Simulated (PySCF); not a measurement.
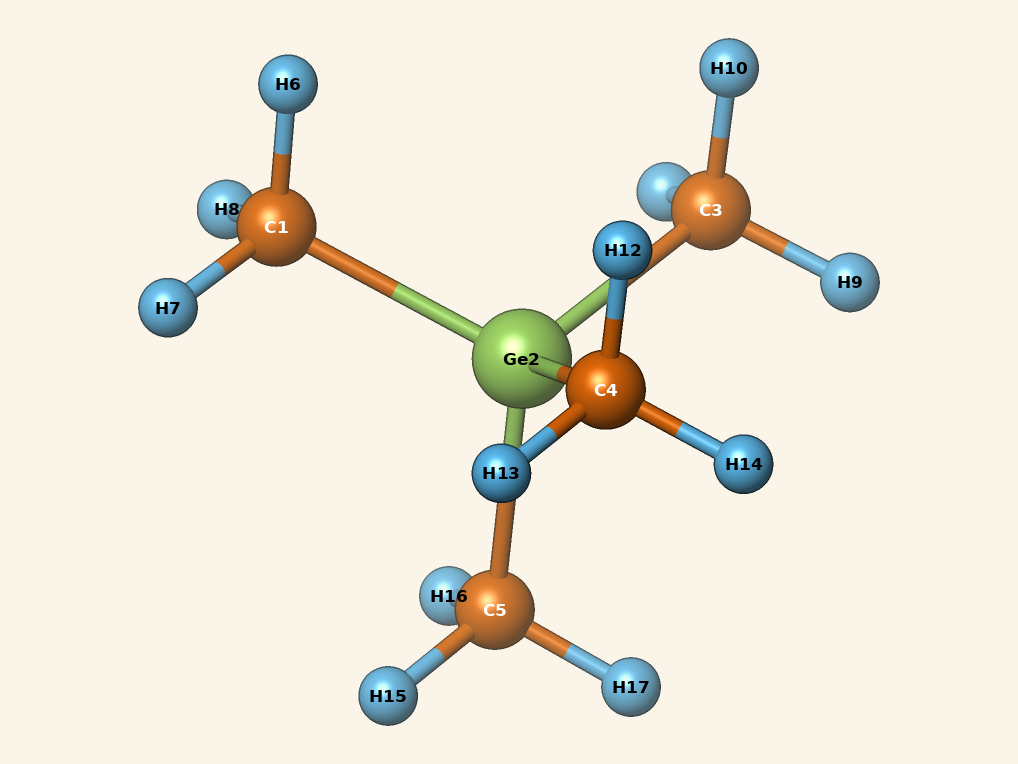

Ge2 lies behind C4. The molecule seen a little off the C4–Ge2 bond, C4 in front. Atoms fade into the background with distance from the viewer. Computed geometry: PBE0-D3(BJ)/def2-SVP optimisation. No frequency run is at hand to confirm it as a minimum.

What is the torsion angle H12–C4–Ge2–C1? The sign is positive where the front bond must turn clockwise to cover the back bond.

Answer. −60°, synclinal (gauche). The bonds about C4–Ge2 are staggered.
